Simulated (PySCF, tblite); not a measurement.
# C₆H₉BS: excited states, first hyperpolarisability

Wanted: excited states, first hyperpolarisability for C₆H₉BS (`CB(C)c1cccs1`).

Computed with tblite 0.8.0 and PySCF 2.14.0 and routines of our own; the level stands in each step. Atoms count from 0.

### Step 1. The system as given

17 atoms, charge 0, multiplicity 1; geometry from: force field or distance geometry start.

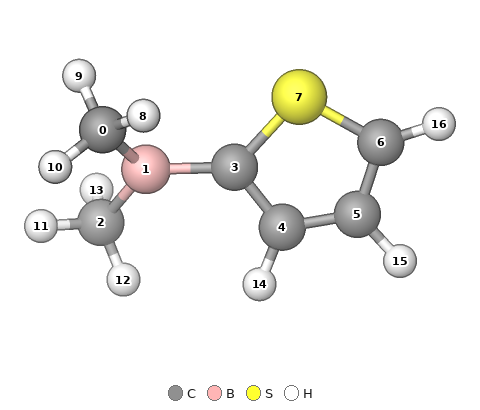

The starting geometry (carbon grey, boron pink, sulfur yellow, hydrogen white).

### Step 2. Optimising the geometry with GFN2-xTB

The job: settings as JSON, then the geometry in Å.

```
{"job": {"kind": "relax", "xc": "GFN2-xTB", "basis": "xTB"}, "charge": 0, "multiplicity": 1}
C     -1.700400     1.615500     0.048600
B     -1.084400     0.187100    -0.231300
C     -2.019800    -1.087800    -0.194400
C      0.475400     0.119100    -0.199200
C      1.226000    -0.805800     0.461800
C      2.564900    -0.709500     0.366500
C      3.086100     0.317800    -0.372900
S      1.721300     1.079500    -0.890800
H     -0.905000     2.291600     0.390000
H     -2.081200     1.972800    -0.942200
H     -2.544600     1.537500     0.780200
H     -3.034700    -0.701200     0.141800
H     -1.698700    -1.873000     0.486500
H     -2.131600    -1.412300    -1.264300
H      0.738800    -1.613600     1.047400
H      3.245000    -1.430000     0.889100
H      4.135900     0.524400    -0.526800
```

Run with:

```sh
> OMP_NUM_THREADS=1 python excited_run.py task.json out
```

The driver reads the jobs from task.json and runs them one after another.

Standard output:

```text
step      E/eV     max force
  0    -594.39875    5.222
  1    -594.98026    1.722
  2    -595.15297    0.762
  3    -595.24933    0.688
  4    -595.29507    0.746
  5    -595.32370    0.469
  6    -595.34046    0.351
  7    -595.35954    0.360
  8    -595.37607    0.336
  9    -595.38854    0.337
 10    -595.39668    0.270
 11    -595.40248    0.160
 12    -595.40727    0.186
 13    -595.41263    0.224
 14    -595.41823    0.238
 15    -595.42279    0.168
 16    -595.42591    0.123
 17    -595.42857    0.168
 18    -595.43150    0.152
 19    -595.43401    0.122
 20    -595.43586    0.097
 21    -595.43778    0.129
 22    -595.44065    0.179
 23    -595.44446    0.188
 24    -595.44805    0.158
 25    -595.45037    0.092
 26    -595.45176    0.103
 27    -595.45322    0.123
 28    -595.45501    0.112
 29    -595.45656    0.106
 30    -595.45774    0.073
 31    -595.45886    0.099
 32    -595.46010    0.123
 33    -595.46135    0.106
 34    -595.46244    0.075
 35    -595.46341    0.079
 36    -595.46446    0.098
 37    -595.46563    0.090
 38    -595.46674    0.077
 39    -595.46784    0.071
 40    -595.46919    0.101
 41    -595.47067    0.095
 42    -595.47199    0.091
 43    -595.47324    0.083
 44    -595.47458    0.096
 45    -595.47601    0.108
 46    -595.47734    0.100
 47    -595.47821    0.064
 48    -595.47866    0.058
 49    -595.47909    0.085
 50    -595.47967    0.080
 51    -595.48122    0.094
 52    -595.48221    0.122
 53    -595.48407    0.150
 54    -595.48614    0.146
 55    -595.48869    0.125
 56    -595.49055    0.104
 57    -595.49165    0.088
 58    -595.49257    0.077
 59    -595.49375    0.103
 60    -595.49532    0.163
 61    -595.49715    0.133
 62    -595.50040    0.127
 63    -595.50157    0.148
 64    -595.50462    0.162
 65    -595.50666    0.105
 66    -595.50867    0.133
 67    -595.51062    0.112
 68    -595.51222    0.099
 69    -595.51379    0.087
 70    -595.51502    0.099
 71    -595.51575    0.041
 72    -595.51609    0.049
 73    -595.51631    0.053
 74    -595.51657    0.040
 75    -595.51692    0.038
 76    -595.51736    0.047
 77    -595.51773    0.041
 78    -595.51806    0.033
 79    -595.51825    0.032
 80    -595.51835    0.028
 81    -595.51845    0.029
 82    -595.51857    0.029
 83    -595.51871    0.029
 84    -595.51885    0.035
 85    -595.51901    0.038
 86    -595.51920    0.037
 87    -595.51938    0.027
 88    -595.51952    0.022
 89    -595.51964    0.027
 90    -595.51979    0.030
 91    -595.51996    0.034
 92    -595.52009    0.026
 93    -595.52015    0.021
 94    -595.52019    0.016
 95    -595.52024    0.017
 96    -595.52029    0.015
 97    -595.52033    0.016
 98    -595.52035    0.018
 99    -595.52039    0.017
100    -595.52044    0.017
101    -595.52052    0.021
102    -595.52058    0.016
103    -595.52062    0.014
104    -595.52064    0.013
105    -595.52067    0.014
106    -595.52072    0.017
107    -595.52077    0.019
108    -595.52083    0.023
109    -595.52090    0.025
110    -595.52101    0.025
111    -595.52124    0.034
112    -595.52163    0.049
113    -595.52211    0.049
114    -595.52255    0.040
115    -595.52286    0.038
116    -595.52272    0.089
117    -595.52320    0.049
118    -595.52340    0.037
119    -595.52400    0.042
120    -595.52415    0.044
121    -595.52434    0.029
122    -595.52445    0.023
123    -595.52453    0.017
124    -595.52458    0.018
125    -595.52462    0.012
126    -595.52465    0.012
127    -595.52467    0.009
```

Wall time 0.66 s (1 thread of Arm Neoverse V2, shared host).

Along the way: (not every step is listed)

| step | energy from step 0 (eV) | largest force (eV/Å) |
| --- | --- | --- |
| 0 | 0.0000 | 5.2221 |
| 1 | -0.5815 | 1.7223 |
| 2 | -0.7542 | 0.7618 |
| 3 | -0.8506 | 0.6877 |
| 4 | -0.8963 | 0.7463 |
| 5 | -0.9250 | 0.4691 |
| 6 | -0.9417 | 0.3506 |
| 7 | -0.9608 | 0.3601 |
| 8 | -0.9773 | 0.3362 |
| 19 | -1.0353 | 0.1216 |
| 30 | -1.0590 | 0.0728 |
| 41 | -1.0719 | 0.0954 |
| 52 | -1.0835 | 0.1223 |
| 63 | -1.1028 | 0.1481 |
| 74 | -1.1178 | 0.0398 |
| 85 | -1.1203 | 0.0383 |
| 96 | -1.1215 | 0.0151 |
| 107 | -1.1220 | 0.0192 |
| 118 | -1.1247 | 0.0375 |
| 122 | -1.1257 | 0.0233 |
| 123 | -1.1258 | 0.0168 |
| 124 | -1.1258 | 0.0185 |
| 125 | -1.1259 | 0.0121 |
| 126 | -1.1259 | 0.0122 |
| 127 | -1.1259 | 0.0090 |

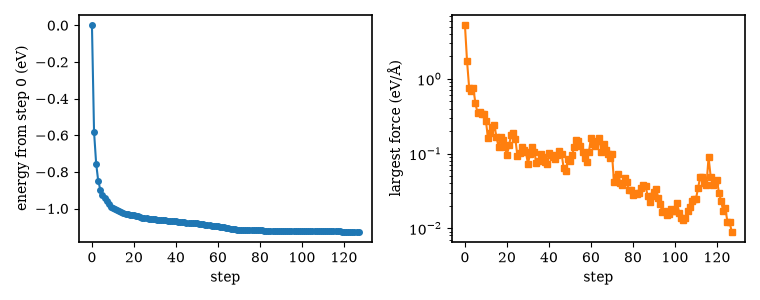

Energy and force, step by step.

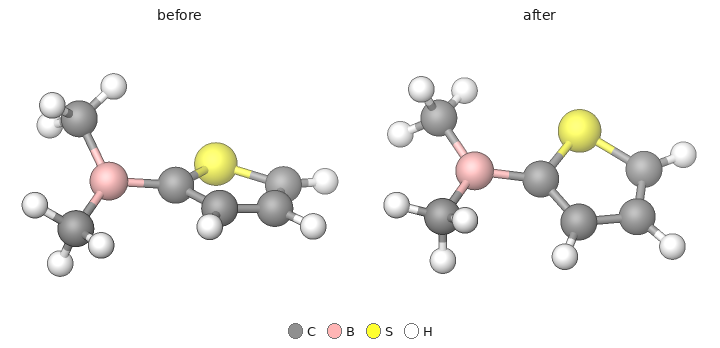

The geometry before (left) and after (right).

Close pairs (by a distance rule), those that changed most:

| bond | before (Å) | after (Å) | change (Å) |
| --- | --- | --- | --- |
| C6–S7 | 1.647 | 1.709 | +0.062 |
| C4–C5 | 1.346 | 1.404 | +0.058 |
| C2–H11 | 1.137 | 1.087 | -0.050 |
| C5–H15 | 1.120 | 1.076 | -0.044 |
| C4–H14 | 1.110 | 1.076 | -0.035 |
| C2–H13 | 1.124 | 1.090 | -0.034 |
| C3–S7 | 1.718 | 1.750 | +0.032 |
| C0–H9 | 1.120 | 1.090 | -0.030 |

The next job starts from the end point, and lists it.

### Step 3. Harmonic vibrations with GFN2-xTB

The job: settings as JSON, then the geometry in Å.

```
{"job": {"kind": "ir", "xc": "GFN2-xTB", "basis": "xTB"}, "charge": 0, "multiplicity": 1}
C     -1.672708     1.690353    -0.228230
B     -1.038429     0.257657    -0.049558
C     -1.974122    -1.012121     0.070536
C      0.485371     0.071754     0.004425
C      1.213377    -1.086590     0.153384
C      2.605922    -0.906000     0.160758
C      2.955092     0.402835     0.016779
S      1.590798     1.421699    -0.129554
H     -0.942940     2.487608    -0.350805
H     -2.339591     1.714228    -1.089691
H     -2.293543     1.942098     0.631630
H     -3.032665    -0.765140     0.085746
H     -1.756654    -1.587001     0.969486
H     -1.810672    -1.690006    -0.766953
H      0.746238    -2.050310     0.254456
H      3.317544    -1.705802     0.268485
H      3.939985     0.826769    -0.010803
```

Standard output:

```text
mode    cm-1     km/mol
  1      46.8      0.70
  2      55.3      0.04
  3      89.0      4.02
  4     131.6      0.01
  5     143.8      0.12
  6     255.9      0.18
  7     344.4      0.81
  8     346.9      0.98
  9     454.1      1.78
 10     472.7      1.71
 11     548.6      0.68
 12     639.4      1.04
 13     729.5      0.59
 14     730.7      6.59
 15     749.5     13.21
 16     808.3     20.92
 17     824.0      6.11
 18     858.2      0.19
 19     859.0     12.46
 20     864.7      6.61
 21     875.0    129.87
 22     957.8      8.98
 23    1078.6      2.19
 24    1086.5     33.42
 25    1141.0    117.01
 26    1175.8     33.94
 27    1222.0    198.35
 28    1341.6     42.15
 29    1385.2     40.91
 30    1391.0     24.71
 31    1422.2    104.72
 32    1484.8      0.43
 33    1491.6      0.82
 34    1494.1      1.36
 35    1499.9      2.37
 36    1525.0     57.89
 37    2998.9      8.54
 38    3003.4     47.78
 39    3015.2     14.00
 40    3018.8     31.13
 41    3033.6     31.68
 42    3041.3     48.29
 43    3117.8     16.93
 44    3129.5     33.27
 45    3155.4     11.69
```

Run time: 0.45 s. Hardware: 1 thread of Arm Neoverse V2, shared host.

The strongest bands and the atoms that carry them (share of the mass-weighted mode):

| cm⁻¹ | km/mol | atoms |
| --- | --- | --- |
| 875 | 129.9 | B1 27 %, H13 14 %, H9 13 %, H10 11 % |
| 1141 | 117.0 | B1 60 %, H14 10 %, C0 10 % |
| 1222 | 198.3 | B1 34 %, H15 20 %, C3 12 % |
| 1342 | 42.1 | C5 27 %, C4 19 %, C6 16 %, C3 16 % |
| 1422 | 104.7 | C5 37 %, C4 27 %, C3 17 %, C6 15 % |
| 1525 | 57.9 | C4 24 %, C5 24 %, C3 23 %, C6 19 % |
| 3003 | 47.8 | H13 64 %, H12 18 % |
| 3041 | 48.3 | H11 89 % |

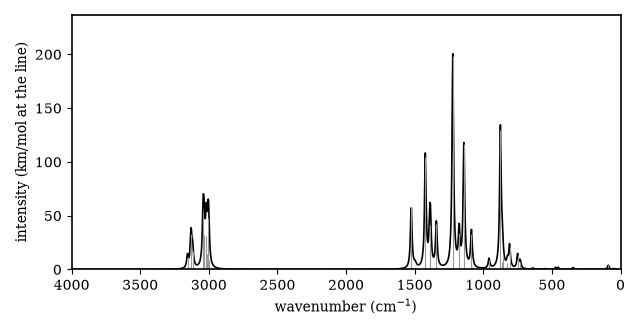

The infrared spectrum from these modes, unscaled. Lines are broadened to a width of 14 cm⁻¹ (Lorentzian).

### Step 4. Excited states: TDA LC-wPBE/def2-SVP

The job, as its differences from that of step 3:

```diff
@@ -1,2 +1,2 @@
-{"job": {"kind": "ir", "xc": "GFN2-xTB", "basis": "xTB"}, "charge": 0, "multiplicity": 1}
+{"job": {"kind": "states", "xc": "LC-wPBE", "basis": "def2-SVP", "tda": true, "soc": true, "nstates": 5, "ntriplets": 5, "nquad": 4}, "charge": 0, "multiplicity": 1}
 C     -1.672708     1.690353    -0.228230
```

Method: TDA LC-wPBE/def2-SVP excited states, vertical, gas phase, spin-orbit mean-field couplings.

Standard output:

```text
coarse grid: 14808 points
cycle   1  E = -656.3617871562  dE =  1.620e+00  |g| = 3.413e-01  |ddm| = 4.411e+00
cycle   2  E = -656.3950029728  dE = -3.322e-02  |g| = 1.985e-01  |ddm| = 6.608e-01
cycle   3  E = -656.4044529611  dE = -9.450e-03  |g| = 6.608e-02  |ddm| = 2.689e-01
cycle   4  E = -656.4057222138  dE = -1.269e-03  |g| = 2.578e-02  |ddm| = 1.111e-01
cycle   5  E = -656.4059079897  dE = -1.858e-04  |g| = 4.757e-03  |ddm| = 3.609e-02
cycle   6  E = -656.4059186913  dE = -1.070e-05  |g| = 1.747e-03  |ddm| = 9.922e-03
cycle   7  E = -656.4059207908  dE = -2.099e-06  |g| = 8.584e-04  |ddm| = 4.270e-03
final grid: 138552 points
cycle   8  E = -656.4992632368  dE = -3.405e-05  |g| = 5.688e-03  |ddm| = 2.632e-02
cycle   9  E = -656.4992668642  dE = -3.627e-06  |g| = 4.423e-03  |ddm| = 1.046e-02
cycle  10  E = -656.4992718124  dE = -4.948e-06  |g| = 3.628e-04  |ddm| = 5.182e-03
cycle  11  E = -656.4992719420  dE = -1.296e-07  |g| = 2.016e-04  |ddm| = 6.181e-04
cycle  12  E = -656.4992719564  dE = -1.437e-08  |g| = 4.296e-05  |ddm| = 3.273e-04
cycle  13  E = -656.4992719578  dE = -1.404e-09  |g| = 2.424e-05  |ddm| = 1.034e-04
cycle  14  E = -656.4992719583  dE = -5.016e-10  |g| = 7.475e-06  |ddm| = 6.831e-05
converged SCF energy = -656.4992719583

Singlet excitations
state   eV       nm        f     d(h-e)  d(exc)  Lambda  PR(NTO)  |dmu|/D   mu/D   main configurations
  1   5.4506   227.5   0.26734   0.853   2.818   0.699   1.199    2.967    3.564   H->L 0.74, H-1->L 0.16
  2   5.7954   213.9   0.19263   0.546   2.802   0.626   1.181    1.895    2.571   H-1->L 0.73, H->L 0.18
  3   6.1226   202.5   0.00164   0.833   2.807   0.438   1.056    3.177    2.777   H-2->L 0.88
  4   6.3859   194.2   0.00058   0.677   2.721   0.492   1.040    2.063    1.293   H-3->L 0.89
  5   7.1922   172.4   0.00000   0.587   2.423   0.397   1.014                     H-1->L+2 0.79, H-1->L+3 0.10

Triplet excitations (Tamm-Dancoff)
state   eV     d(h-e)  d(exc)  Lambda  PR(NTO)   main configurations
  1   3.3246   0.308   2.525   0.722   1.086   H->L 0.82
  2   4.0938   0.424   2.644   0.609   1.034   H-1->L 0.83
  3   5.6628   0.785   2.695   0.437   1.068   H-2->L 0.84
  4   5.7888   0.485   2.486   0.746   1.331   H->L+1 0.67, H->L+5 0.10
  5   5.8150   0.606   2.631   0.492   1.049   H-3->L 0.86
S1 - T1 = 2.1260 eV

Spin-orbit couplings |<S|Hso|T>| (cm-1)
             T1       T2       T3       T4       T5
S0        0.215    0.084   31.385    0.376   21.756
S1        0.092    0.368   31.006    0.065   17.680
S2        0.063    0.189   41.415    0.227   27.255
S3        7.311   50.568    0.153   20.680   10.613
S4        3.942   27.273    8.561    9.718    0.230
S5        5.733   45.199    1.679    5.227    1.207
T1 sublevels (cm-1): 0.000 0.000 0.000   radiative rates (1/s): 0.000908 0.151 0.00473
```

Wall time 32 s (1 thread of Arm Neoverse V2, shared host); peak memory 0.73 GiB.

In short:

| quantity | value |
| --- | --- |
| S1 less T1 | 2.13 eV |

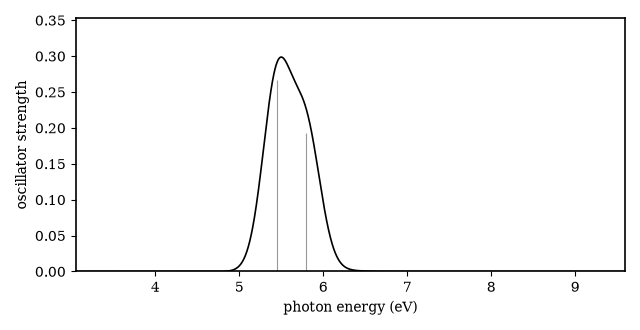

Absorption lines of the singlets. Lines are broadened to a width of 0.40 eV (Gaussian).

### Step 5. Excited states: TDDFT wB97X-D/def2-SVPD

The job, as its differences from that of step 4:

```diff
@@ -1,2 +1,2 @@
-{"job": {"kind": "states", "xc": "LC-wPBE", "basis": "def2-SVP", "tda": true, "soc": true, "nstates": 5, "ntriplets": 5, "nquad": 4}, "charge": 0, "multiplicity": 1}
+{"job": {"kind": "states", "xc": "wB97X-D", "basis": "def2-SVPD", "tpa": true, "nstates": 6, "nquad": 5, "ntriplets": 0}, "charge": 0, "multiplicity": 1}
 C     -1.672708     1.690353    -0.228230
```

With the program's defaults for keys left out, this is: TDDFT wB97X-D/def2-SVPD excited states, vertical, gas phase, two-photon moments by quadratic response.

Standard output:

```text
coarse grid: 14808 points
cycle   1  E = -656.6045135511  dE =  1.409e+00  |g| = 3.590e-01  |ddm| = 8.345e+00
cycle   2  E = -656.6287916824  dE = -2.428e-02  |g| = 2.570e-01  |ddm| = 1.366e+00
cycle   3  E = -656.6452730999  dE = -1.648e-02  |g| = 6.247e-02  |ddm| = 6.777e-01
cycle   4  E = -656.6462134752  dE = -9.404e-04  |g| = 3.303e-02  |ddm| = 2.199e-01
cycle   5  E = -656.6465133898  dE = -2.999e-04  |g| = 4.318e-03  |ddm| = 9.645e-02
cycle   6  E = -656.6465199007  dE = -6.511e-06  |g| = 1.900e-03  |ddm| = 1.919e-02
final grid: 138552 points
cycle   7  E = -656.7239327297  dE = -1.075e-04  |g| = 5.458e-03  |ddm| = 2.709e-01
cycle   8  E = -656.7239352449  dE = -2.515e-06  |g| = 4.843e-03  |ddm| = 3.732e-02
cycle   9  E = -656.7239413499  dE = -6.105e-06  |g| = 8.275e-04  |ddm| = 1.510e-02
cycle  10  E = -656.7239415586  dE = -2.087e-07  |g| = 4.128e-04  |ddm| = 3.567e-03
cycle  11  E = -656.7239416095  dE = -5.088e-08  |g| = 8.598e-05  |ddm| = 1.902e-03
cycle  12  E = -656.7239416133  dE = -3.753e-09  |g| = 5.314e-05  |ddm| = 4.394e-04
cycle  13  E = -656.7239416144  dE = -1.080e-09  |g| = 1.493e-05  |ddm| = 1.848e-04
cycle  14  E = -656.7239416145  dE = -1.864e-10  |g| = 5.307e-06  |ddm| = 8.702e-05
converged SCF energy = -656.7239416145

Singlet excitations
state   eV       nm        f     d(h-e)  d(exc)  Lambda  PR(NTO)  |dmu|/D   mu/D   delta(TPA)   sigma/GM   main configurations
  1   5.0297   246.5   0.21432   0.872   2.908   0.697   1.227    2.687    3.448      243.33      2.255   H->L 0.80, H-1->L 0.15
  2   5.2460   236.3   0.11091   0.654   2.917   0.611   1.226    2.157    2.925       18.36      0.185   H-1->L 0.79, H->L 0.16
  3   5.8893   210.5   0.00082   1.069   2.994   0.429   1.034    3.810    3.255        0.49      0.006   H-2->L 0.92
  4   6.2058   199.8   0.00089   0.849   2.897   0.491   1.036    2.470    1.634        0.45      0.006   H-3->L 0.93
  5   6.6889   185.4   0.00134   1.009   2.852   0.309   1.013    3.451    4.081        6.82      0.112   H-1->L+2 0.62, H-1->L+5 0.14
  6   6.7458   183.8   0.00226   1.501   3.173   0.315   1.017                                            H->L+2 0.62, H->L+5 0.11
```

Run time: 52 s. Hardware: 1 thread of Arm Neoverse V2, shared host; peak memory 0.95 GiB.

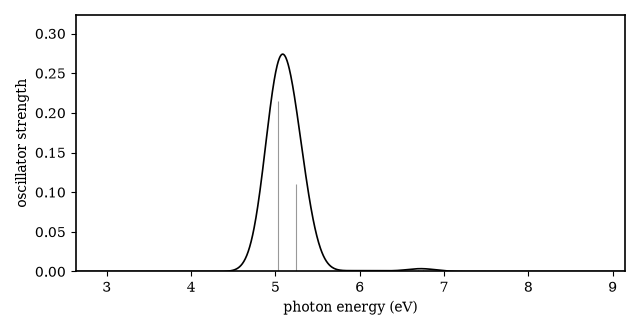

Absorption lines of the singlets. Lines are broadened to a width of 0.40 eV (Gaussian).

### Step 6. First hyperpolarisability: quadratic response CAM-B3LYP/def2-SVPD

The job, as its differences from that of step 5:

```diff
@@ -1,2 +1,2 @@
-{"job": {"kind": "states", "xc": "wB97X-D", "basis": "def2-SVPD", "tpa": true, "nstates": 6, "nquad": 5, "ntriplets": 0}, "charge": 0, "multiplicity": 1}
+{"job": {"kind": "beta", "xc": "CAM-B3LYP", "basis": "def2-SVPD", "wavelengths": [1907, 1064]}, "charge": 0, "multiplicity": 1}
 C     -1.672708     1.690353    -0.228230
```

With the program's defaults for keys left out, this is: quadratic response CAM-B3LYP/def2-SVPD first hyperpolarisability, Taylor convention, gas phase.

Standard output:

```text
coarse grid: 14808 points
cycle   1  E = -656.5234532776  dE =  1.333e+00  |g| = 4.014e-01  |ddm| = 9.349e+00
cycle   2  E = -656.5403685117  dE = -1.692e-02  |g| = 3.443e-01  |ddm| = 1.541e+00
cycle   3  E = -656.5707932224  dE = -3.042e-02  |g| = 7.374e-02  |ddm| = 7.979e-01
cycle   4  E = -656.5719668966  dE = -1.174e-03  |g| = 4.129e-02  |ddm| = 2.371e-01
cycle   5  E = -656.5724235055  dE = -4.566e-04  |g| = 5.288e-03  |ddm| = 1.093e-01
cycle   6  E = -656.5724314781  dE = -7.973e-06  |g| = 2.537e-03  |ddm| = 2.286e-02
final grid: 138552 points
cycle   7  E = -656.6622870989  dE = -4.074e-05  |g| = 5.769e-03  |ddm| = 1.431e-01
cycle   8  E = -656.6622823877  dE =  4.711e-06  |g| = 7.116e-03  |ddm| = 3.040e-02
cycle   9  E = -656.6622960790  dE = -1.369e-05  |g| = 7.306e-04  |ddm| = 1.926e-02
cycle  10  E = -656.6622962171  dE = -1.381e-07  |g| = 2.100e-04  |ddm| = 2.055e-03
cycle  11  E = -656.6622962290  dE = -1.195e-08  |g| = 8.851e-05  |ddm| = 7.735e-04
cycle  12  E = -656.6622962317  dE = -2.630e-09  |g| = 2.842e-05  |ddm| = 2.745e-04
cycle  13  E = -656.6622962320  dE = -3.452e-10  |g| = 9.011e-06  |ddm| = 9.818e-05
converged SCF energy = -656.6622962320

Lowest singlets (eV, f): 4.9882 0.2132  5.2083 0.1113  5.8638 0.0008

First hyperpolarisability (au)
process     nm      |vector|   parallel      HRS      DR
static         -      410.69     212.38     177.09   4.409
shg       1907.0      449.98      230.9     193.39   4.479
eope      1907.0      423.16     218.27          -       -
shg       1064.0      561.79     282.91     239.57   4.654
eope      1064.0      452.97      232.3          -       -
```

Wall time 48 s (1 thread of Arm Neoverse V2, shared host); peak memory 1 GiB.

### Step 7. Results

```
                                                 quantity                                                value
                strongest single infrared mode (GFN2-xTB)                                1222 cm⁻¹, 198 km/mol
                             zero-point energy (GFN2-xTB)                                        83.0 kcal/mol
                S1 less T1 (step 4, TDA LC-wPBE/def2-SVP)                                              2.13 eV
β vector (step 6, quadratic response CAM-B3LYP/def2-SVPD)  static 411, SHG 1907.0 nm 450, SHG 1064.0 nm 562 au
```

**Reading.** All 45 modes are real, so the xTB geometry is a minimum. The strongest single mode, at 1222 cm⁻¹, is spread over many atoms; the largest shares are those of B1, H15. GFN2-xTB is a fitted tight-binding method: band positions and strengths are rough. Its intensities can rank the bands wrongly. In step 4, the number of triplets below S1 is 2, and the largest singlet-triplet spin-orbit coupling is S3–T2, 50.57 cm⁻¹. β grows from 411 au (static) to 562 au for doubling at 1064.0 nm: normal dispersion, which grows as twice the photon energy moves toward the bright states.
